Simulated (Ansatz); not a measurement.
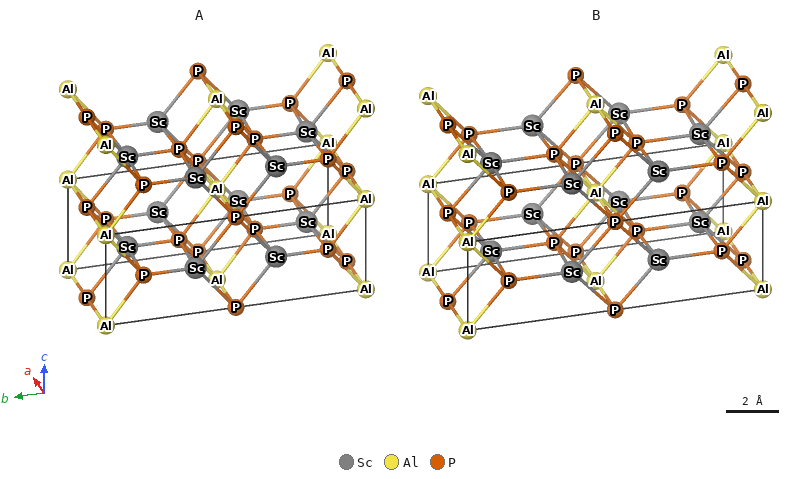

Two geometries of a crystal of Sc2AlP3 (a generated structure, set up in Cmmm) (coarse preliminary run), drawn at one scale. One is the start of a relaxation, the other its converged end. Style: ball-and-stick. Shown: the conventional cell (2 times the calculation's cell), repeated 1 × 1 × 2 with one cell outlined, from a free direction. Lengths and directions refer to the drawn axes.

Theory: Ansatz 0.2.0, DFT PBE, scalar-relativistic, plane waves, PAW. Settings: plane-wave cutoff 420 eV; k-point mesh 4 × 4 × 4; occupations gaussian; smearing width 0.1 eV; no spin polarisation; cell and atoms relaxed; force threshold 0.04 eV/Å; at most 70 steps.

Which of the two is the end point?

Answer. Structure B is the relaxed one. Over 5 accepted moves (6 points after the start) the energy falls by 435 meV per atom. The largest force component goes from 5.5 to 0.033 eV/Å. Pressure: 23.11 GPa at the start and 0.13 GPa at the end. The SCF was repeated once at an unchanged geometry on a basis and grid sized afresh for the cell, which shifted the energy by 2.1 meV per atom at most. The largest moves relative to the cell, 0.10 Å, are those of Sc atoms. Largest moves by element: Sc 0.10 Å, P 0.07 Å. Al stays in place. The drawn cell changes as follows: a 5.018 → 5.230 Å (+4.2 %), b 10.617 → 12.056 Å (+13.6 %), c 3.951 → 3.860 Å (−2.3 %); the volume changes by +15.6 %. Among the contacts that change: P–Sc 2.120 → 2.579 Å, Sc–Sc 3.220 → 3.612 Å, Sc–Sc 3.291 → 3.536 Å, Al–P 2.509 → 2.615 Å. Bond angles that change, for instance: Al–P–Al 104.0° → 97.9°, P–Al–P 76.0° → 82.1°, P–Al–P 104.0° → 97.9°. The space group stays Cmmm (No. 65). The run took 32 s on 1 thread of Intel(R) Xeon(R) Processor @ 2.70GHz, on a shared host, peak memory 0.44 GiB.

Limits of the set-up: the k-point mesh is coarse for a cell with partly filled bands.
